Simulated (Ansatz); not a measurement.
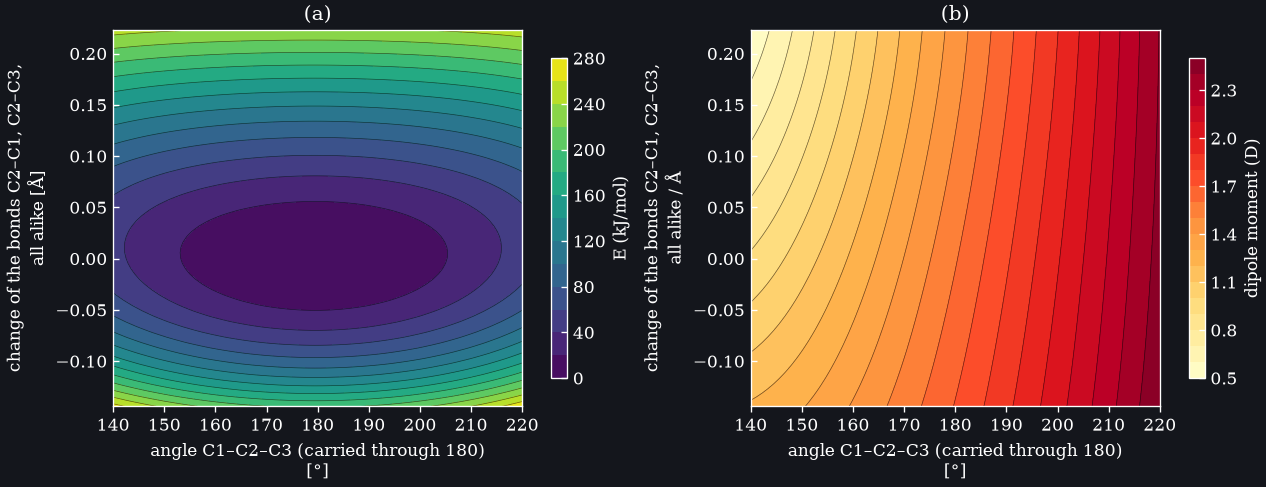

C4H3F, SMILES C#CC(=C)F. First axis: angle C1–C2–C3 (carried through 180). Second axis: change of the bonds C2–C1, C2–C3, all alike. Nothing is relaxed (all other coordinates rigid). The grid has 13 × 13 points. Points are written as (first, second). All energies are given in kJ/mol relative to the relaxed molecule at the same level. Computed with RKS B3LYP-D4/def2-TZVP in Ansatz.

Panel (a) is the energy and panel (b) the computed dipole moment on the same grid.

The picture shows filled contours. Between grid points the surface is interpolated.

How does the dipole moment vary over the map, and what is it at the lowest grid point?

Leaving out the highest fifth of the energies, it runs from 0.62 D at (140.0°, 0.162 Å) to 2.48 D at (220.0°, −0.114 Å). At the lowest grid point, (180.0°, 0.009 Å), it is 1.58 D.

```tsv
second ↓, first →	140.0	146.7	153.3	160.0	166.7	173.3	180.0	186.7	193.3	200.0	206.7	213.3	220.0
0.223	0.53	0.67	0.82	0.98	1.14	1.29	1.44	1.59	1.74	1.90	2.06	2.23	2.40
0.192	0.57	0.70	0.85	1.01	1.16	1.31	1.46	1.60	1.75	1.91	2.07	2.23	2.41
0.162	0.62	0.74	0.88	1.03	1.18	1.33	1.47	1.62	1.77	1.92	2.08	2.24	2.41
0.131	0.67	0.79	0.92	1.06	1.21	1.35	1.49	1.64	1.78	1.93	2.09	2.25	2.41
0.100	0.73	0.83	0.96	1.10	1.24	1.38	1.52	1.66	1.80	1.94	2.10	2.25	2.42
0.070	0.78	0.88	1.00	1.13	1.27	1.40	1.54	1.67	1.81	1.96	2.11	2.26	2.42
0.039	0.84	0.93	1.05	1.17	1.30	1.43	1.56	1.70	1.83	1.97	2.12	2.27	2.43
0.009	0.90	0.99	1.09	1.21	1.33	1.46	1.58	1.72	1.85	1.99	2.13	2.28	2.44
−0.022	0.96	1.04	1.14	1.25	1.36	1.48	1.61	1.74	1.86	2.00	2.14	2.29	2.44
−0.052	1.02	1.09	1.18	1.29	1.40	1.51	1.63	1.76	1.88	2.02	2.16	2.30	2.45
−0.083	1.08	1.15	1.23	1.33	1.43	1.54	1.66	1.78	1.90	2.03	2.17	2.31	2.46
−0.114	1.15	1.21	1.28	1.37	1.47	1.57	1.68	1.80	1.92	2.05	2.18	2.33	2.48
−0.144	1.21	1.26	1.33	1.41	1.50	1.60	1.71	1.82	1.94	2.06	2.20	2.34	2.49
```
